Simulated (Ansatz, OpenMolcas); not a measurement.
# Predicting a hybrid from its neighbours: BCNF2

The species is BCNF2 (5 atoms), meant as a singlet with charge 0. SMILES: `N#CB(F)F`. The shape is that of a PBE0-D4/def2-TZVP optimisation.

The electronic atomisation energy y, in eV, basis 6-311+G(d,p); a is the functional's share of exact exchange. Programs: Ansatz 0.2.0, OpenMolcas 26.06.

| functional | program | a | y (eV) |
| --- | --- | --- | --- |
| r2SCAN | Ansatz | 0 | 26.23 |
| TPSS | OpenMolcas | 0 | 26.10 |
| B3LYP | Ansatz | 0.2 | 26.03 |
| PBE0 | Ansatz | 0.25 | ? |
| BHLYP | Ansatz | 0.5 | 24.59 |

Question: Fit y = c + s·a to the known rows and predict PBE0.

Answer: 
1. Means of the 4 rows: a = 0.1750, y = 25.738.
2. Σ(Δa)² = 0.1675, Σ(Δa·Δy) = -0.51525, so the slope is -0.51525/0.1675 = -3.0761.
3. Intercept: 25.738 − (-3.0761) × 0.1750 = 26.276. The largest residual of the fit is 0.37.
4. PBE0: 26.276 + (-3.0761) × 0.25 = 25.51 eV.

The run gave 26.20 eV, so the prediction is off by -0.69 eV, more than the largest residual. The rows mix families of semi-local functionals, which the line can't see.

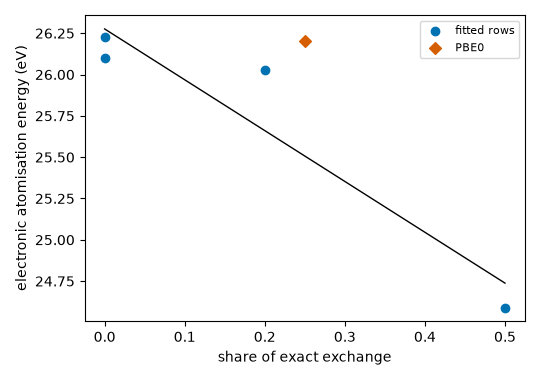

The fitted line, with the withheld row.
